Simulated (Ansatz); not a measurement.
# SiH3Br: vertical ionisation energy

Aim: the vertical ionisation energy of SiH3Br, as cation minus neutral at the neutral's geometry, on several levels, and how well −ε(HOMO) stands in for it.

Method: unrestricted cation, the program's frozen cores in correlated methods; program: Ansatz 0.2.0, Gaussian basis.

The runs, in order: UKS PBE-D4/def2-TZVPP; UKS r2SCAN-D4/def2-TZVPP; UKS PBE0-D4/def2-TZVPP; UKS B3LYP-D4/def2-TZVPP; UKS wB97X-V/def2-TZVPP; UKS wB97M-V/def2-TZVPP; UKS B2PLYP/def2-TZVPP; UHF-CCSD(T)/def2-TZVPP; UHF-MP2/def2-QZVPP; extrapolation to the limit; then −ε(HOMO) from the neutral's earlier runs with LDA (SPW92), PBE-D4, revPBE-D4, BLYP-D4, r2SCAN-D4, B97M-V, PBE0-D4, B3LYP-D4, r2SCANh-D4, r2SCAN0-D4, HSE06-D4, BHLYP-D4, CAM-B3LYP-D4, LC-ωPBE, ωB97X-V, ωB97M-V.

**1. Structure used throughout**

An earlier PBE0-D4 in a triple-zeta def2 set relaxation fixed the geometry.

5 atoms, charge 0, spin multiplicity 1.

Atoms are counted from 1 here; the program's logs count them from 0.

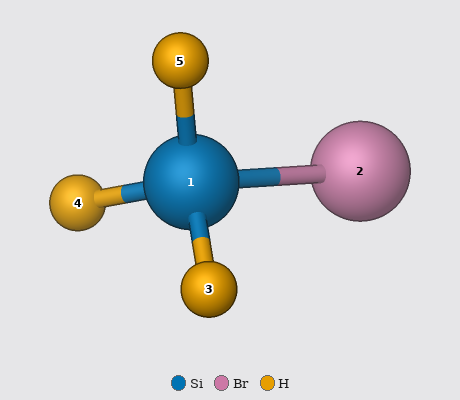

The structure; silicon blue, bromine pink, hydrogen amber; atoms are numbered from 1 in the order of the file.

**2. Cation, UKS PBE-D4/def2-TZVPP**

in.yaml

```yaml
crystal:
  periodic: [false, false, false]
  atoms:
    - {symbol: Si, position_ang: [-0.137371, 0.041368, -0.051466]}
    - {symbol: Br, position_ang: [1.862942, -0.720272, 0.534893]}
    - {symbol: H, position_ang: [-1.054536, -0.119587, 1.099575]}
    - {symbol: H, position_ang: [-0.615852, -0.745957, -1.210421]}
    - {symbol: H, position_ang: [-0.005282, 1.470747, -0.413982]}
basis:
  gaussian: {orbitals: def2-TZVPP}
total_charge: 1
magnetization: {spin_polarized: true, initial_magnetization: 1}
hamiltonian: {xc: pbe, dispersion: d4}
```

Launch:

```sh
$ ansatz run in.yaml --threads 4 --pin off --events-out ev --progress --plain --max-ram 10444MiB
```

The runs that follow: Cation, UKS r2SCAN-D4/def2-TZVPP; Cation, UKS PBE0-D4/def2-TZVPP; Cation, UKS B3LYP-D4/def2-TZVPP; Cation, UKS wB97X-V/def2-TZVPP; Cation, UKS wB97M-V/def2-TZVPP; Cation, UKS B2PLYP (frozen core)/def2-TZVPP; Cation, UHF-CCSD(T)/def2-TZVPP; Cation, UHF-MP2/def2-QZVPP.

Before running them: what should the planned runs give, taken together? Wanted: ionisation energy, CCSD(T)/CBS; nearest functional by difference; nearest −ε(HOMO); −ε(HOMO) of PBE; T1 of the cation.

**Answer**, as computed:

| quantity | value |
| --- | --- |
| ionisation energy, CCSD(T)/CBS | 11.20 eV |
| nearest functional by difference | ωB97X-V (-0.19 eV) |
| nearest −ε(HOMO) | LC-ωPBE (-0.00 eV) |
| −ε(HOMO) of PBE | 7.21 eV |
| T1 of the cation | 0.020 |

In words: Energy differences with functionals land within 0.58 eV of the reference. The PBE orbital energy is 4.0 eV too small: a semilocal HOMO is no ionisation energy. Among orbital estimates LC-ωPBE comes nearest. Hartree-Fock falls 1.10 eV short, as the neutral has more correlation energy than the cation. Correlated methods include outer-core shells of Br, which these sets cover unevenly. With outer-core shells in play the reference is unsure by up to some tenths of an eV, so close misses can't be ranked.
